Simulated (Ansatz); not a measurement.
# Si2H5ClO2 (SMILES O[SiH2][SiH](O)Cl) at CAM-B3LYP/cc-pVDZ

What is the vertical ionisation energy of Si2H5ClO2 at CAM-B3LYP/cc-pVDZ? 

The calculation is run with Ansatz 0.2.0.

45 further runs of the same task are left out: 45 set aside as unsound or not needed.

### Step 1. The system as given

Si2H5ClO2: 10 atoms, total charge 0, spin state singlet. SMILES: `O[SiH2][SiH](O)Cl`. The shape is that of a PBE0-D4/def2-TZVP optimisation. This is one conformer, not always the lowest.

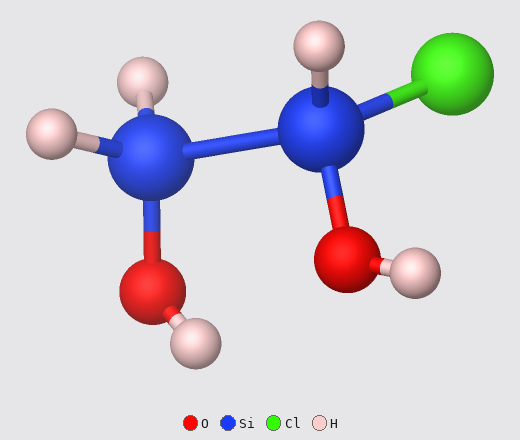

Viewed from a chosen angle; oxygen red, silicon blue, chlorine green, hydrogen pink.

### Step 2. The energy at CAM-B3LYP/cc-pVDZ

input.yaml

```yaml
crystal:
  periodic: [false, false, false]
  atoms:
    - symbol: O
      position_ang: [-0.930000, 0.870600, 1.737400]
    - symbol: Si
      position_ang: [-0.447400, 1.332200, 0.228900]
    - symbol: Si
      position_ang: [0.341100, -0.602400, -0.843800]
    - symbol: O
      position_ang: [0.842400, -1.502200, 0.443500]
    - symbol: Cl
      position_ang: [-1.163400, -1.590800, -1.857000]
    - symbol: H
      position_ang: [-0.481100, 0.102500, 2.098700]
    - symbol: H
      position_ang: [0.646000, 2.345000, 0.279800]
    - symbol: H
      position_ang: [-1.611200, 1.931000, -0.468100]
    - symbol: H
      position_ang: [1.430200, -0.446300, -1.842900]
    - symbol: H
      position_ang: [1.198600, -2.379200, 0.286500]
basis:
  gaussian: {orbitals: cc-pVDZ}
accuracy: high
output: {orbitals: {seedname: orbitals}}
hamiltonian: {xc: {name: CAM-B3LYP}}
```

Run with:

```console
$ ansatz run input.yaml --threads 1 --pin off --max-ram 2610MiB --events-out events.jsonl --progress --plain --runs-dir runs
```

Output:

```text
Warning: RAYON_NUM_THREADS=1 ignored (pool sized by the plan → 1); use --threads N
Functional definition: CAM-B3LYP
  name "CAM-B3LYP"
  parameter alpha = 0.19
  parameter beta = 0.46
  parameter omega = 0.33/bohr
  parameter ac = 0.81
  exchange = (1 - alpha - beta)*b88_x + beta*b88_x_sr(omega) + alpha*exact_x + beta*exact_x_lr(omega)
  correlation = (1 - ac)*vwn5_c + ac*lyp_c
2472 factors; integrals over basis functions are off by at most 5.7e-9 eV
509 factors; integrals over basis functions are off by at most 2.1e-9 eV
mean field evaluation 1: about -32449.1315 eV, gradient 6.2e1 eV
mean field evaluation 2: about -32442.9684 eV, gradient 8.6e1 eV
mean field evaluation 4: about -32455.7697 eV, gradient 1.5e0 eV
mean field evaluation 8: about -32455.9393 eV, gradient 1.1e-1 eV
mean field evaluation 16: about -32455.9393 eV, gradient 1.1e-5 eV
mean field -32455.93932060 eV, -1192.7337706062 hartree, gradient 6.7e-8 eV, S^2 0.000000; 0 other end points of the search recorded, 0 dependent functions left out
reference -32455.93934274 eV, -1192.7337714198 hartree; 33, 33 occupied and 74, 74 virtual orbitals, 2472 factors
Total energy: -32455.93934274 eV, -1192.7337714198 hartree
```

Run time: 14 s. Hardware: 1 thread of Arm Neoverse V2, shared host; peak memory 0.52 GiB.

### Step 3. The doublet cation

job.yaml

```yaml
crystal:
  periodic: [false, false, false]
  atoms:
    - {symbol: O, position_ang: [-0.930000, 0.870600, 1.737400]}
    - {symbol: Si, position_ang: [-0.447400, 1.332200, 0.228900]}
    - {symbol: Si, position_ang: [0.341100, -0.602400, -0.843800]}
    - {symbol: O, position_ang: [0.842400, -1.502200, 0.443500]}
    - {symbol: Cl, position_ang: [-1.163400, -1.590800, -1.857000]}
    - {symbol: H, position_ang: [-0.481100, 0.102500, 2.098700]}
    - {symbol: H, position_ang: [0.646000, 2.345000, 0.279800]}
    - {symbol: H, position_ang: [-1.611200, 1.931000, -0.468100]}
    - {symbol: H, position_ang: [1.430200, -0.446300, -1.842900]}
    - {symbol: H, position_ang: [1.198600, -2.379200, 0.286500]}
basis:
  gaussian:
    orbitals: cc-pVDZ
total_charge: 1
magnetization:
  spin_polarized: true
  initial_magnetization: 1
hamiltonian:
  xc: {name: CAM-B3LYP}
accuracy: high
output:
  orbitals: {seedname: orbitals}
```

Run with:

```console
$ ansatz run job.yaml --threads 1 --pin off --max-ram 2610MiB --events-out events.jsonl --progress --plain --runs-dir runs
```

Output (excerpt; [...] marks lines left out):

```text
Warning: RAYON_NUM_THREADS=1 ignored (pool sized by the plan → 1); use --threads N
Functional definition: CAM-B3LYP
  name "CAM-B3LYP"
[...]
2471 factors; integrals over basis functions are off by at most 5.7e-9 eV
508 factors; integrals over basis functions are off by at most 2.0e-9 eV
[...]
mean field -32445.99603066 eV, -1192.3683614408 hartree, gradient 7.0e-8 eV, S^2 0.758548; 2 other end points of the search recorded, 0 dependent functions left out
reference -32445.99605281 eV, -1192.3683622549 hartree; 33, 32 occupied and 74, 75 virtual orbitals, 2471 factors
Total energy: -32445.99605281 eV, -1192.3683622549 hartree
```

Wall time 40 s (1 thread of Arm Neoverse V2, shared host); peak memory 0.76 GiB.

### Step 4. Results

At CAM-B3LYP/cc-pVDZ:

| quantity | value |
| --- | --- |
| singlet Si2H5ClO2: total energy | -1192.73377 Eh |
| singlet Si2H5ClO2: HOMO energy | -9.03 eV |
| singlet Si2H5ClO2: LUMO energy | 0.68 eV |
| singlet Si2H5ClO2: HOMO–LUMO gap | 9.71 eV |
| doublet cation: total energy | -1192.36836 Eh |
| doublet cation: HOMO energy (highest over α and β) | -15.44 eV |
| doublet cation: LUMO energy (lowest over α and β) | -10.84 eV |
| doublet cation: ⟨S²⟩ | 0.759 |
| vertical ionisation energy (to the doublet cation) | 9.943 eV |

The vertical ionisation energy comes to 9.94 eV (229 kcal/mol). The negative HOMO energy of the first species, 9.03 eV, lies 0.91 eV below that difference.
